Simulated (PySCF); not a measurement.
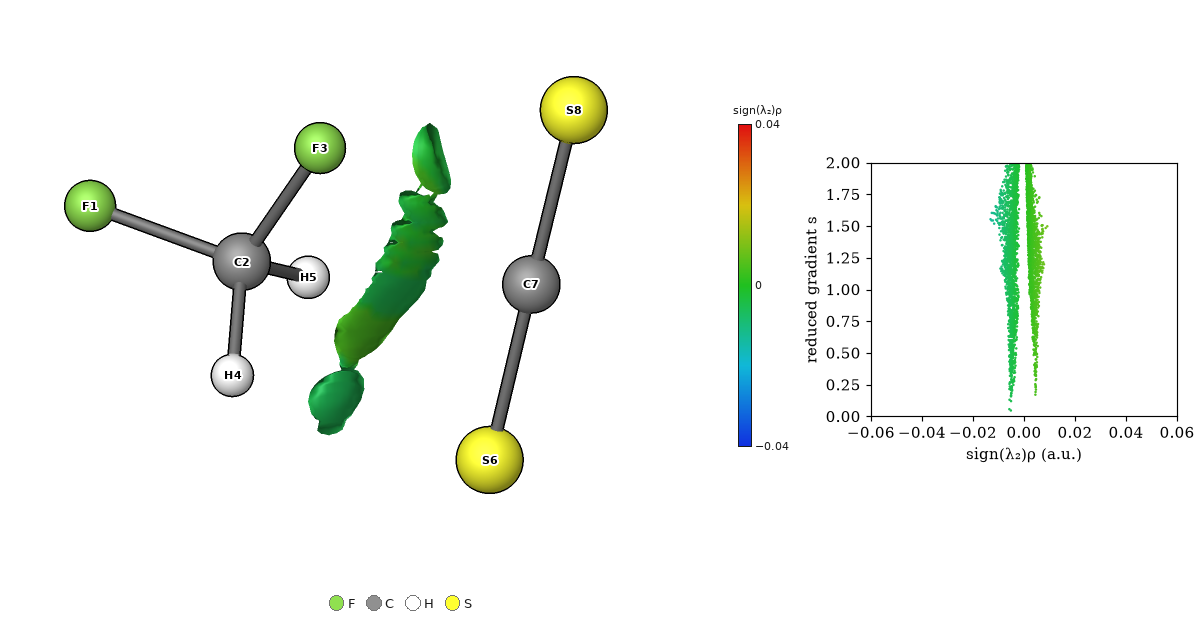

Figure. C2H2F2S2, SMILES `FCF.S=C=S`. Non-covalent interaction surfaces between the fragments (reduced density gradient s = 0.4, coloured by sign(λ₂)ρ in a.u.; trimmed to the region between the fragments where ρ is under 0.06 a.u.). Fragment A: H2CF2 (atoms 1–5); fragment B: CS2. The plot gives s against sign(λ₂)ρ for grid points between the fragments.

Method: TPSS/def2-SVPD; geometry: GFN2-xTB; program: PySCF. GFN2-xTB bond lengths at metals and heavier atoms can be off by up to 0.1 Å and shapes distorted, which carries into these values.

Coordinates in Å:

```
F1      -3.3745    0.2839    0.4598
C2      -2.3488   -0.1605   -0.2852
F3      -1.4062    0.7994   -0.3139
H4      -1.9254   -1.0568    0.1888
H5      -2.7033   -0.3379   -1.3097
S6       1.0745   -1.6434    0.0214
C7       1.6208   -0.1906    0.0399
S8       2.1769    1.2529    0.0586
```

Question: Which interactions hold the two fragments together?

Answer: Bond critical points between the fragments: H4···S6, weak C–H hydrogen bond, 3.06 Å, ρ = 0.006 a.u.; F3···S6, 3.50 Å, ρ = 0.005 a.u., a bond path close to vanishing (ellipticity 1.9). All are weak and appear green, as weak hydrogen bonds do. Several contacts close a ring, whose ring point adds a part with positive λ₂ between them. The pose is a local one from a semi-empirical search, not shown to be the most stable.

Question: How strongly are they bound?

Answer: The counterpoise-corrected interaction energy of the frozen fragments is +0.5 kcal/mol without dispersion correction and −0.9 kcal/mol with D3(BJ). The pair geometry is semi-empirical, not a minimum at this level.

Run time: 99 s on 1 thread of Arm Neoverse V2, on a shared host, peak memory 0.64 GiB.
